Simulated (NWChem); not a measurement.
**One shape, several levels: C3H5F (allyl fluoride)**

We compute a comparison of 5 runs (HF/def2-SVP, B3LYP/6-31G*, CCSD/def2-SVP, CCSD(T)/def2-SVP) of C3H5F (allyl fluoride). 

Program for the calculation: NWChem 7.3.0.

### 1 The system as given

The species is C3H5F (9 atoms), meant as a singlet with charge 0. SMILES: `C=CCF`. The coordinates come from a PBE0-D4/def2-TZVP relaxation. This is one conformer, not always the lowest.

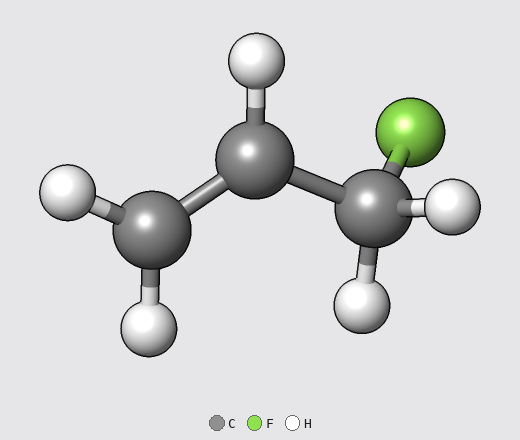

The structure, seen from a chosen angle (carbon grey, fluorine green, hydrogen white).

### 2 Energy and forces at HF/def2-SVP (run 1)

Input file run.py:

```python
from ase import Atoms
from ase.calculators.nwchem import NWChem

mol = Atoms(['C', 'C', 'C', 'F', 'H', 'H', 'H', 'H', 'H'], positions=[
    [-0.578000, 1.122500, -0.608000],
    [0.352500, 0.215400, -0.353400],
    [0.200500, -0.852800, 0.668500],
    [0.430500, -2.098200, 0.102300],
    [-0.422500, 1.909200, -1.336700],
    [-1.531700, 1.114000, -0.089100],
    [1.299800, 0.230700, -0.886500],
    [0.929800, -0.730800, 1.477200],
    [-0.806800, -0.852300, 1.094700],
])

calc = NWChem(
    label='work',
    theory='scf',
    memory='2200 mb',
    basis='def2-SVP',
    basispar='spherical bse',
    scf={'nopen': '0', 'rhf': None, 'thresh': '1e-08', 'maxiter': '80'},
)
mol.calc = calc

forces = mol.get_forces()
print("Total energy (eV):", round(mol.get_potential_energy(), 6))
print("forces (eV/A):")
for s, f in zip(mol.symbols, forces):
    print(f"{s:2s} {f[0]:10.5f} {f[1]:10.5f} {f[2]:10.5f}")
print("dipole (e A):", mol.get_dipole_moment().round(4))
```

The run is started by

```console
$ export ASE_NWCHEM_COMMAND="nwchem PREFIX.nwi > PREFIX.nwo"
$ python run.py
```

The program printed:

```text
Total energy (eV): -5870.997383
forces (eV/A):
C     0.15206   -0.11344    0.04649
C    -0.09904    0.29845   -0.25099
C     0.07472   -0.88713    0.07425
F    -0.13483    0.78491    0.34067
H    -0.01224   -0.03517    0.02602
H     0.03682    0.03090   -0.05163
H    -0.06685    0.00992    0.02016
H    -0.13236   -0.04037   -0.14470
H     0.18183   -0.04808   -0.06027
dipole (e A): [-0.0702  0.4188  0.1561]
```

The calculator wrote work.nwi:

```
title "work"

permanent_dir work

scratch_dir work

start work

geometry units angstrom nocenter noautosym noautoz
  C  -5.7799999999999996e-01 1.1225000000000001e+00 -6.0799999999999998e-01
  C  3.5249999999999998e-01 2.1540000000000001e-01 -3.5339999999999999e-01
  C  2.0050000000000001e-01 -8.5280000000000000e-01 6.6849999999999998e-01
  F  4.3049999999999999e-01 -2.0981999999999998e+00 1.0230000000000000e-01
  H  -4.2249999999999999e-01 1.9092000000000000e+00 -1.3367000000000000e+00
  H  -1.5317000000000001e+00 1.1140000000000001e+00 -8.9099999999999999e-02
  H  1.2998000000000001e+00 2.3069999999999999e-01 -8.8649999999999995e-01
  H  9.2979999999999996e-01 -7.3080000000000001e-01 1.4772000000000001e+00
  H  -8.0679999999999996e-01 -8.5229999999999995e-01 1.0947000000000000e+00
end

memory 2200 mb

basis spherical bse noprint
   * library def2-SVP
end

scf
  nopen 0
  rhf
  thresh 1e-08
  maxiter 80
end

task scf gradient
```

work.nwo:

```text
Northwest Computational Chemistry Package (NWChem) 7.3.0
             --------------------------------------------------------

           Job information
           ---------------

    nwchem branch   = 7.3.0
    use scalapack   = T
    input           = work.nwi
    prefix          = work.
    data base       = work/work.db
    status          = startup
    nproc           =        1

           Memory information
           ------------------

    heap     =     72089594 doubles =      550.0 Mbytes
    stack    =     72089599 doubles =      550.0 Mbytes
    global   =    144179200 doubles =     1100.0 Mbytes (distinct from heap & stack)
    total    =    288358393 doubles =     2200.0 Mbytes
    verify   = yes
    hardfail = no

[... 134 lines left out ...]
 Convergence threshold     :          1.000E-08
[... 13 lines left out ...]
       Final RHF  results
[... 3 lines left out ...]
      One-electron energy =   -522.523326413848
[... 1 line left out ...]
 Nuclear repulsion energy =    114.580616546095
[... 34 lines left out ...]
                       ROHF Final Molecular Orbital Analysis
[... 206 lines left out ...]
                         RHF ENERGY GRADIENTS

    atom               coordinates                        gradient
                 x          y          z           x          y          z
   1 C      -1.092262   2.121217  -1.148953   -0.002957   0.002206  -0.000904
   2 C       0.666128   0.407047  -0.667829    0.001926  -0.005804   0.004881
   3 C       0.378890  -1.611558   1.263282   -0.001453   0.017252  -0.001444
[... 5 lines of this table left out ...]
   9 H      -1.524631  -1.610613   2.068683   -0.003536   0.000935   0.001172

                 ----------------------------------------
                 |  Time  |  1-e(secs)   |  2-e(secs)   |
                 ----------------------------------------
                 |  CPU   |       0.00   |       0.98   |
                 ----------------------------------------
                 |  WALL  |       0.00   |       0.98   |
                 ----------------------------------------

 Task  times  cpu:        6.7s     wall:        6.7s
 Total times  cpu:        6.7s     wall:        6.7s
```

It took 7.8 s on 1 thread of Intel Xeon 6975P-C (Granite Rapids), shared host; peak memory 0.1 GiB.

### 3 Energy and gradient at B3LYP/6-31G(d) (spherical functions) (run 2)

Input file calc.xyz:

```xyz
9
C3H5F B3LYP
C     -0.578000     1.122500    -0.608000
C      0.352500     0.215400    -0.353400
C      0.200500    -0.852800     0.668500
F      0.430500    -2.098200     0.102300
H     -0.422500     1.909200    -1.336700
H     -1.531700     1.114000    -0.089100
H      1.299800     0.230700    -0.886500
H      0.929800    -0.730800     1.477200
H     -0.806800    -0.852300     1.094700
```

Input file calc.nw:

```
start calc
title "C3H5F B3LYP"
memory 2200 mb
charge 0

geometry noautosym nocenter noautoz
   load calc.xyz
end

basis spherical bse
   * library 6-31G*
end

dft
   xc b3lyp
   grid xfine
   convergence energy 1e-08
   iterations 100
   mulliken
   print medium
end

task dft gradient
```

The run is started by

```console
$ nwchem calc.nw > calc.out
```

The program printed:

```text
[...]
          Wavefunction type:  closed shell.
          No. of atoms     :     9
          No. of electrons :    32
[...]
          Charge           :     0
          Spin multiplicity:     1
[...]
          AO basis - number of functions:    66
[...]
              XC Information
              --------------
                         B3LYP Method XC Potential
                     Hartree-Fock (Exact) Exchange  0.200
                        Slater Exchange Functional  0.800 local
                    Becke 1988 Exchange Functional  0.720 non-local
              Lee-Yang-Parr Correlation Functional  0.810
                  VWN I RPA Correlation Functional  0.190 local
[...]
 d= 0,ls=0.0,diis     1   -217.0645545579 -3.32D+02  1.33D-02  5.37D-01     2.1
[...]
 d= 0,ls=0.0,diis    10   -217.1265439470 -2.94D-09  4.34D-07  1.99D-09    19.3
         Total DFT energy =     -217.126543946977
      One electron energy =     -523.372358128101
           Coulomb energy =      220.305156232544
    Exchange-Corr. energy =      -28.639958597514
 Nuclear repulsion energy =      114.580616546095
[...]
  wavefunction    = closed shell
                         DFT ENERGY GRADIENTS
    atom               coordinates                        gradient
                 x          y          z           x          y          z
   1 C      -1.092262   2.121217  -1.148953    0.005097  -0.005832   0.001808
   2 C       0.666128   0.407047  -0.667829   -0.005478   0.002026   0.001301
   3 C       0.378890  -1.611558   1.263282    0.000246   0.001740  -0.003652
   4 F       0.813527  -3.965023   0.193319   -0.001614   0.006432   0.003234
   5 H      -0.798409   3.607865  -2.525997    0.000571  -0.001776   0.001300
   6 H      -2.894493   2.105155  -0.168375    0.001832  -0.000798  -0.000413
   7 H       2.456266   0.435960  -1.675242   -0.001647   0.000321   0.000645
   8 H       1.757067  -1.381012   2.791503   -0.000736  -0.001015  -0.002434
   9 H      -1.524631  -1.610613   2.068683    0.001730  -0.001096  -0.001789
[...]
```

Wall time 23 s (1 thread of Intel Xeon 6975P-C (Granite Rapids), shared host); peak memory 0.15 GiB.

Runs 3 to 4 aren't shown in full; the table further down has their settings and results.

### 4 A single-point energy at CCSD(T)/def2-SVP (run 5)

Input file job.nw:

```
start job
memory stack 880 mb heap 220 mb global 1100 mb
charge 0

geometry noautosym nocenter noautoz
  C     -0.578000     1.122500    -0.608000
  C      0.352500     0.215400    -0.353400
  C      0.200500    -0.852800     0.668500
  F      0.430500    -2.098200     0.102300
  H     -0.422500     1.909200    -1.336700
  H     -1.531700     1.114000    -0.089100
  H      1.299800     0.230700    -0.886500
  H      0.929800    -0.730800     1.477200
  H     -0.806800    -0.852300     1.094700
end

basis spherical bse
  * library def2-SVP
end

scf
  thresh 1e-08
  maxiter 80
end

ccsd
  freeze core 4
  maxiter 60
end

task ccsd(t)
```

The run is started by

```console
$ nwchem job.nw > job.out
```

The program printed:

```text
[...]
  functions       =    81
[...]
  wavefunction    = RHF
[...]
         Total SCF energy =   -215.755176066229
      One-electron energy =   -522.523326413897
      Two-electron energy =    192.187533801573
 Nuclear repulsion energy =    114.580616546095
        Time for solution =      5.4s
[...]
 Total MP2 energy:           -216.343443741101623
[...]
             energy      energy      error      ampl     ampl      Block
                                                time     time      time
[...]
 Total CCSD energy:           -216.383563791810502
[...]
 Total CCSD+T(CCSD) energy:           -216.401835691546012
[...]
 Total CCSD(T) energy:                -216.400928886216889
[...]
```

Wall time 67 s (1 thread of Intel Xeon 6975P-C (Granite Rapids), shared host); peak memory 0.24 GiB.

### 5 All runs side by side

```
run                               level  iteration cap   module  energy (Eh)  dipole moment (D)  HOMO energy (eV)  LUMO energy (eV)  wall time
  1                         HF/def2-SVP             80      scf  -215.755176               2.17            -10.55              4.10      7.8 s
  2  B3LYP/6-31G* (spherical functions)            100      dft  -217.126544               1.71             -7.46              0.11       23 s
  3  B3LYP/6-31G* (Cartesian functions)            100      dft  -217.130049               1.71             -7.46              0.10       24 s
  4                       CCSD/def2-SVP             80     ccsd  -216.383564                  –            -10.55              4.10       54 s
  5                    CCSD(T)/def2-SVP             80  ccsd(t)  -216.400929                  –            -10.55              4.10       67 s
```

### 6 Results

| quantity | value |
| --- | --- |
| run 5: total energy | -216.40093 Eh |
| run 5: HOMO energy (Hartree–Fock orbitals) | -10.55 eV |
| run 5: LUMO energy (Hartree–Fock orbitals) | 4.10 eV |
| run 5: HOMO–LUMO gap (Hartree–Fock orbitals) | 14.66 eV |
| run 5: correlation energy (4 core orbitals frozen) | -645.8 mEh |
| run 5: (T) correction | -17.37 mEh |

**Reading.** Below the HF energy at the same shape and in the same basis (def2-SVP): CCSD -628.4 mEh; CCSD(T) -645.8 mEh. Over runs 1, 2, 3 the dipole moment (its size) runs from 1.71 D (B3LYP/6-31G*) to 2.17 D (HF/def2-SVP). The two ends differ in method and basis. Over runs 1, 2, 3 the HOMO–LUMO gap runs from 7.56 eV (B3LYP/6-31G*) to 14.66 eV (HF/def2-SVP). All runs together took 2.9 min, the longest 67 s.
